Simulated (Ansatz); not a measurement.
# PH2 (SMILES [PH2]): UB3LYP/6-31G(d) (spherical functions)

Aim: the electronic atomisation energy of PH2 at UB3LYP/6-31G* (spherical functions), from 3 runs. 

The results are computed with Ansatz 0.2.0.

46 further runs of the same task are left out: 46 set aside as unsound or not needed.

## (1) The structure to begin with

PH2: 3 atoms, total charge 0, spin state doublet. As SMILES, `[PH2]`. The shape is that of a GFN2-xTB optimisation.

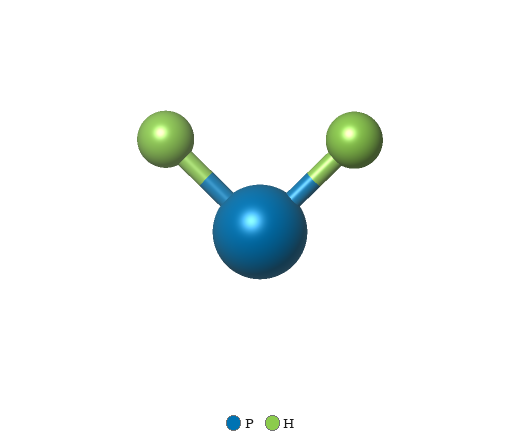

The structure, seen from a chosen angle (phosphorus blue, hydrogen green).

## (2) A single-point energy at UB3LYP/6-31G(d) (spherical functions)

The input, input.yaml:

```yaml
crystal:
  periodic: [false, false, false]
  atoms:
    - {symbol: P, position_ang: [0.514470, -0.302750, 0.252680]}
    - {symbol: H, position_ang: [0.111510, 1.027360, 0.172420]}
    - {symbol: H, position_ang: [-0.625980, -0.724620, -0.425100]}
basis:
  gaussian:
    orbitals: 6-31G_st_-spherical.json
total_charge: 0
magnetization:
  spin_polarized: true
  initial_magnetization: 1
hamiltonian:
  xc: {name: B3LYP}
accuracy: high
```

The basis set 6-31G* is read from a file made from the Basis Set Exchange's data (not shown).

Run with:

```
$ ansatz run input.yaml --threads 1 --pin off --max-ram 2610MiB --events-out events.jsonl --progress --plain --runs-dir runs
```

The program printed:

```text
Warning: RAYON_NUM_THREADS=1 ignored (pool sized by the plan → 1); use --threads N
Functional definition: B3LYP
  name "B3LYP"
  parameter a0 = 0.2
  parameter ax = 0.72
  parameter ac = 0.81
  exchange = (1 - a0 - ax)*slater_x + ax*b88_x + a0*exact_x
  correlation = (1 - ac)*vwn_rpa_c + ac*lyp_c
379 factors; integrals over basis functions are off by at most 3.4e-9 eV
mean field evaluation 1: about -9319.6448 eV, gradient 4.9e0 eV
mean field evaluation 2: about -9319.7970 eV, gradient 2.8e0 eV
mean field evaluation 4: about -9319.8539 eV, gradient 3.8e-1 eV
mean field evaluation 8: about -9319.9139 eV, gradient 5.8e-3 eV
mean field evaluation 16: about -9319.9139 eV, gradient 1.6e-6 eV
mean field -9319.91394680 eV, -342.5005202802 hartree, gradient 8.3e-8 eV, S^2 0.753582; 0 other end points of the search recorded, 0 dependent functions left out
reference -9319.91397358 eV, -342.5005212645 hartree; 9, 8 occupied and 13, 14 virtual orbitals, 379 factors
Total energy: -9319.91397358 eV, -342.5005212645 hartree
```

Wall time 1.5 s (1 thread of Arm Neoverse V1, shared host); peak memory 0.098 GiB.

## (3) The H atom

The input, job.yaml:

```yaml
basis:
  gaussian:
    orbitals: "6-31G*"
crystal:
  periodic: [false, false, false]
  atoms:
    - symbol: H
      position_ang: [0.000000, 0.000000, 0.000000]
hamiltonian:
  xc: {name: B3LYP}
magnetization:
  spin_polarized: true
  initial_magnetization: 1
accuracy: high
```

Run with:

```
$ ansatz run job.yaml --threads 1 --pin off --max-ram 2610MiB --events-out events.jsonl --progress --plain --runs-dir runs
```

The program printed:

```text
Warning: RAYON_NUM_THREADS=1 ignored (pool sized by the plan → 1); use --threads N
[... 7 set-up lines as earlier in the session ...]
3 factors; integrals over basis functions are off by at most 5.4e-10 eV
mean field evaluation 1: about -13.6135 eV, gradient 2.1e-1 eV
mean field evaluation 2: about -13.6127 eV, gradient 2.0e-1 eV
mean field evaluation 4: about -13.6131 eV, gradient 4.2e-7 eV
mean field evaluation 8: about -13.6131 eV, gradient 8.0e-10 eV
mean field -13.61309805 eV, -0.5002721262 hartree, gradient 8.6e-9 eV, S^2 0.750000; 0 other end points of the search recorded, 0 dependent functions left out
reference -13.61311596 eV, -0.5002727842 hartree; 1, 0 occupied and 1, 2 virtual orbitals, 3 factors
Total energy: -13.61311596 eV, -0.5002727842 hartree
```

Wall time 0.12 s (1 thread of Arm Neoverse V1, shared host).

## (4) The P atom, same level

The input, molecule.yaml:

```yaml
crystal:
  periodic: [false, false, false]
  atoms:
    - {symbol: P, position_ang: [0.000000, 0.000000, 0.000000]}
basis:
  gaussian:
    orbitals: 6-31G_st_-spherical.json
magnetization:
  spin_polarized: true
  initial_magnetization: 3
hamiltonian:
  xc: {name: B3LYP}
accuracy: high
```

The basis set 6-31G* is read from a file made from the Basis Set Exchange's data (not shown).

Run with:

```
$ ansatz run molecule.yaml --threads 1 --pin off --max-ram 2610MiB --events-out events.jsonl --progress --plain --runs-dir runs
```

The program printed:

```text
Warning: RAYON_NUM_THREADS=1 ignored (pool sized by the plan → 1); use --threads N
[... 7 set-up lines as earlier in the session ...]
140 factors; integrals over basis functions are off by at most 2.6e-9 eV
mean field evaluation 1: about -9285.9690 eV, gradient 2.5e0 eV
mean field evaluation 2: about -9286.0204 eV, gradient 1.1e0 eV
mean field evaluation 4: about -9286.0309 eV, gradient 3.7e-2 eV
mean field evaluation 8: about -9286.0310 eV, gradient 1.8e-6 eV
mean field -9286.03096577 eV, -341.2553436941 hartree, gradient 2.0e-8 eV, S^2 3.750308; 0 other end points of the search recorded, 0 dependent functions left out
reference -9286.03098853 eV, -341.2553445305 hartree; 9, 6 occupied and 9, 12 virtual orbitals, 140 factors
Total energy: -9286.03098853 eV, -341.2553445305 hartree
```

Run time: 0.56 s. Hardware: 1 thread of Arm Neoverse V1, shared host.

## (5) Results

At UB3LYP/6-31G* (spherical functions):

| quantity | value |
| --- | --- |
| molecule: total energy | -342.50052 Eh |
| molecule: ⟨S²⟩ | 0.754 |
| H atom: total energy | -0.50027 Eh |
| H atom: ⟨S²⟩ | 0.750 |
| P atom: total energy | -341.25534 Eh |
| P atom: ⟨S²⟩ | 3.750 |
| electronic atomisation energy | 6.657 eV |

In words: Taking the molecule apart into free atoms costs 6.66 eV (642 kJ/mol), before zero-point energy and without spin-orbit coupling.
